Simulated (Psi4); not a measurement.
# SnO (tin(ii) oxide) at 3 levels

Aim: a comparison of 3 runs (wB97X-3c/vDZP, PKZB/3-21G, CCSD/3-21G) of SnO (tin(ii) oxide). 

The calculation is run with Psi4 1.11.

2 further runs of the same task are left out: 2 set aside as unsound or not needed.

### 1 The structure to begin with

SnO has 2 atoms, charge 0, and is taken as a singlet. SMILES: `[O]=[Sn]`. Geometry: a GFN2-xTB relaxation, a rough one for these elements and not checked as a minimum.

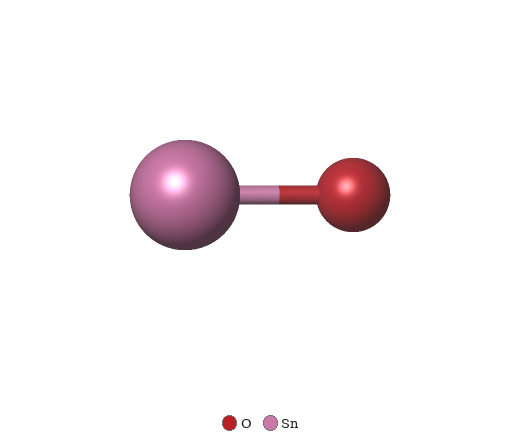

Viewed from a chosen angle; oxygen red, tin pink.

### 2 A single-point energy at wB97X-3c/vDZP (density fitting, core potential) (run 1)

Contents of job.py:

```python
import psi4

psi4.set_memory('1600 MB')
psi4.set_num_threads(1)
psi4.core.set_output_file('run.log', False)

geom = psi4.geometry("""
O
Sn 1 1.80358
units angstrom
no_reorient
no_com
""")

psi4.set_options({
    'scf_type': 'mem_df',
})

e_tot, wfn = psi4.energy('WB97X-3C', return_wfn=True)
print('E =', round(e_tot, 9))
for k, v in sorted(psi4.core.scalar_variables().items()):
    print(f'{k:45s} {v:18.10f}')
```

Command:

```bash
python job.py
```

run.log:

```text
[...]
    !!!  WARNING: ECP capability is in beta. Please check occupations closely.  !!!
[...]
  Running in c2v symmetry.
[...]
  Nuclear repulsion =    7.041691001275243
[...]
  Multiplicity = 1
[...]
  Nalpha       = 5
  Nbeta        = 5
[...]
    Number of basis functions: 26
[...]
   @DF-RKS iter   1:   -18.47710239864656   -7.06843e-01   8.37633e-02 DIIS/ADIIS
[...]
   @DF-RKS iter  10:   -19.39712522576249   -1.86204e-09   4.12084e-07 DIIS
[...]
    Orbital Energies [Eh]
    ---------------------
    Doubly Occupied:
       1A1    -0.974552     2A1    -0.516863     1B1    -0.373396
       1B2    -0.373396     3A1    -0.360419
[...]
  @DF-RKS Final Energy:   -19.39712522576249
   => Energetics <=
    Nuclear Repulsion Energy =              7.0416910012752432
    One-Electron Energy =                 -46.1662014359871336
    Two-Electron Energy =                  22.2874568849554997
    DFT Exchange-Correlation Energy =      -2.5587490265564017
    Empirical Dispersion Energy =          -0.0013226494496945
    VV10 Nonlocal Energy =                  0.0000000000000000
    Total Energy =                        -19.3971252257624904
[...]
 Multipole Moments:
 ------------------------------------------------------------------------------------
     Multipole            Electronic (a.u.)      Nuclear  (a.u.)        Total (a.u.)
 ------------------------------------------------------------------------------------
 L = 1.  Multiply by 2.5417464519 to convert [e a0] to [Debye]
 Dipole X            :          0.0000000            0.0000000            0.0000000
 Dipole Y            :          0.0000000            0.0000000            0.0000000
 Dipole Z            :         18.4658609          -16.4381412            2.0277197
 Magnitude           :                                                    2.0277197
[...]
```

The script printed:

```text
E = -19.397125226
CURRENT ENERGY                                    -19.3971252258
CURRENT REFERENCE ENERGY                          -19.3971252258
DD SOLVATION ENERGY                                 0.0000000000
DFT FUNCTIONAL TOTAL ENERGY                       -19.3958025763
DFT TOTAL ENERGY                                  -19.3971252258
DFT VV10 ENERGY                                     0.0000000000
DFT XC ENERGY                                      -2.5587490266
DISPERSION CORRECTION ENERGY                       -0.0013226494
GRID ELECTRONS ALPHA                                5.0000027490
GRID ELECTRONS BETA                                 5.0000027490
GRID ELECTRONS TOTAL                               10.0000054979
NUCLEAR REPULSION ENERGY                            7.0416910013
ONE-ELECTRON ENERGY                               -46.1662014360
PCM POLARIZATION ENERGY                             0.0000000000
PE ENERGY                                           0.0000000000
SCF ITERATION ENERGY                              -19.3971252258
SCF ITERATIONS                                     10.0000000000
SCF TOTAL ENERGY                                  -19.3971252258
TWO-ELECTRON ENERGY                                22.2874568850
WB97X3C DISPERSION CORRECTION ENERGY               -0.0013226494
XC GRID RADIAL POINTS                              75.0000000000
XC GRID SPHERICAL POINTS                          302.0000000000
XC GRID TOTAL POINTS                            43168.0000000000
```

It took 6.6 s on 1 thread of Intel Xeon Platinum 8259CL at 2.50GHz (Skylake/Cascade Lake), shared host; peak memory 0.24 GiB.

### 3 The energy at PKZB/3-21G (C-PCM acetone) (run 2)

Contents of calc.in:

```
memory 1.6 GB

molecule {
  0 1
  O      0.00000000     0.00000000     0.00000000
  Sn     0.00000000     0.00000000     3.40827224
  units au
  symmetry c1
}

set basis 3-21G
set scf_type pk
set pcm true

pcm = {
  Units = Angstrom
  Medium {
    SolverType = CPCM
    Solvent = Acetone
  }
  Cavity {
    Type = GePol
    RadiiSet = UFF
    Scaling = False
    Area = 0.3
    Mode = Implicit
  }
}

energy('pkzb')
```

Command:

```bash
psi4 calc.in calc.out -n 1
```

calc.out:

```text
[...]
  Running in c1 symmetry.
[...]
  Nuclear repulsion =  117.361516872255478
[...]
  Multiplicity = 1
[...]
  Nalpha       = 29
  Nbeta        = 29
[...]
    Number of basis functions: 42
[...]
   @RKS iter   1: -6071.37383559089812   -4.43404e+00   1.80372e-02 DIIS/ADIIS
[...]
   @RKS iter   9: -6071.57523663546999   -3.63952e-08   2.00024e-07 DIIS
[...]
    Orbital Energies [Eh]
    ---------------------
    Doubly Occupied:
       1A   -1021.804245     2A   -150.918445     3A   -140.640011
       4A   -140.640011     5A   -140.639191     6A    -29.082605
       7A    -24.761938     8A    -24.761938     9A    -24.757491
      10A    -18.618575    11A    -17.483678    12A    -17.483678
      13A    -17.482667    14A    -17.480988    15A    -17.480988
      16A     -4.550912    17A     -3.129953    18A     -3.129953
      19A     -3.120274    20A     -1.003541    21A     -0.987106
      22A     -0.987105    23A     -0.980252    24A     -0.980252
      25A     -0.777711    26A     -0.329644    27A     -0.218390
      28A     -0.218390    29A     -0.198726
[...]
  @RKS Final Energy: -6071.57523663546999
   => Energetics <=
    Nuclear Repulsion Energy =            117.3615168722554785
    One-Electron Energy =               -8612.7144857267558109
    Two-Electron Energy =                2590.9098491961622130
    DFT Exchange-Correlation Energy =    -167.1157200436358039
    Empirical Dispersion Energy =           0.0000000000000000
    VV10 Nonlocal Energy =                  0.0000000000000000
    PCM Polarization Energy =              -0.0163969334958336
    Total Energy =                      -6071.5752366354699916
[...]
 Multipole Moments:
 ------------------------------------------------------------------------------------
     Multipole            Electronic (a.u.)      Nuclear  (a.u.)        Total (a.u.)
 ------------------------------------------------------------------------------------
 L = 1.  Multiply by 2.5417464519 to convert [e a0] to [Debye]
 Dipole X            :          0.0000000            0.0000000            0.0000000
 Dipole Y            :          0.0000000            0.0000000            0.0000000
 Dipole Z            :          5.2652481           -3.9995226            1.2657255
 Magnitude           :                                                    1.2657255
[...]
```

It took 6.3 s on 1 thread of Intel Xeon Platinum 8259CL at 2.50GHz (Skylake/Cascade Lake), shared host; peak memory 0.3 GiB.

### 4 A single-point energy at CCSD/3-21G (run 3)

Contents of run.py:

```python
import psi4

psi4.set_memory('1600 MB')
psi4.set_num_threads(1)
psi4.set_output_file('output.dat', False)

geom = psi4.geometry("""
0 1
O      0.000000     0.000000     0.000000
Sn     0.000000     0.000000     1.803580
symmetry c1
no_reorient
no_com
""")

psi4.set_options(dict(puream=True, e_convergence=1e-09, d_convergence=1e-08, scf_type='pk', num_frozen_docc=19))

energy_value = psi4.energy('ccsd/3-21G', molecule=geom)
print(f'total energy {energy_value:.8f} hartree = {energy_value * 27.211386:.5f} eV')
```

Command:

```bash
python run.py
```

output.dat:

```text
[...]
  Running in c1 symmetry.
[...]
  Nuclear repulsion =  117.361516687920698
[...]
  Multiplicity = 1
[...]
  Nalpha       = 29
  Nbeta        = 29
[...]
    Number of basis functions: 40
[...]
   @RHF iter   1: -6070.57124147461218   -3.93180e+00   1.19381e-02 ADIIS/DIIS
[...]
   @RHF iter  11: -6070.68915352272415    3.63798e-12   1.33622e-09 DIIS
[...]
    Orbital Energies [Eh]
    ---------------------
    Doubly Occupied:
       1A   -1034.872170     2A   -156.217165     3A   -145.362192
       4A   -145.362192     5A   -145.361240     6A    -31.527645
       7A    -26.902874     8A    -26.902874     9A    -26.898542
      10A    -20.386270    11A    -19.070043    12A    -19.070043
      13A    -19.066295    14A    -19.066295    15A    -19.066202
      16A     -5.544890    17A     -3.929114    18A     -3.929114
      19A     -3.920312    20A     -1.431728    21A     -1.417247
      22A     -1.417247    23A     -1.406954    24A     -1.406954
      25A     -1.153253    26A     -0.524795    27A     -0.385428
      28A     -0.385428    29A     -0.361534
[...]
  @RHF Final Energy: -6070.68915352272415
   => Energetics <=
    Nuclear Repulsion Energy =            117.3615166879206981
    One-Electron Energy =               -8611.4092565690207266
    Two-Electron Energy =                2423.3585863583757600
    Total Energy =                      -6070.6891535227241548
[...]
 Multipole Moments:
 ------------------------------------------------------------------------------------
     Multipole            Electronic (a.u.)      Nuclear  (a.u.)        Total (a.u.)
 ------------------------------------------------------------------------------------
 L = 1.  Multiply by 2.5417464519 to convert [e a0] to [Debye]
 Dipole X            :         -0.0000000            0.0000000           -0.0000000
 Dipole Y            :          0.0000000            0.0000000            0.0000000
 Dipole Z            :       -168.9448308          170.4136123            1.4687815
 Magnitude           :                                                    1.4687815
[...]
      * MP2 total energy                      = -6070.908557766175363
[...]
      * CCSD total energy                     = -6070.887946389381796
```

The script printed:

```text
total energy -6070.88794639 hartree = -165197.27527 eV
```

Run time: 5.4 s. Hardware: 1 thread of Intel Xeon Platinum 8259CL at 2.50GHz (Skylake/Cascade Lake), shared host; peak memory 0.2 GiB.

### 5 All runs side by side

```
run                                            level  integrals  integral approximation   energy (Eh)  dipole moment (D)  HOMO energy (eV)  LUMO energy (eV)  wall time
  1  wB97X-3c/vDZP (density fitting, core potential)     mem_df       program's default    -19.397125               5.15             -9.81             -0.23      6.6 s
  2                       PKZB/3-21G (C-PCM acetone)         pk                    none  -6071.575237               3.22             -5.41             -1.56      6.3 s
  3                                       CCSD/3-21G         pk                    none  -6070.887946                  –             -9.84              0.93      5.4 s
```

### 6 Outcome

```
                                           quantity           value
                                run 3: total energy  -6070.88795 Eh
         run 3: HOMO energy (Hartree–Fock orbitals)        -9.84 eV
         run 3: LUMO energy (Hartree–Fock orbitals)         0.93 eV
       run 3: HOMO–LUMO gap (Hartree–Fock orbitals)        10.77 eV
run 3: correlation energy (19 core orbitals frozen)      -198.8 mEh
                               run 3: T1 diagnostic           0.035
```

**Reading.** Totals of different functionals can't be ranked against each other. Some runs of one species differ in core potentials or relativity; totals across that change don't compare. In run 3 the T1 diagnostic is large, so a single reference may not serve. In runs 2, 3 relativity is left out where basis or elements ask for it. All runs together took 18 s, the longest 6.6 s.
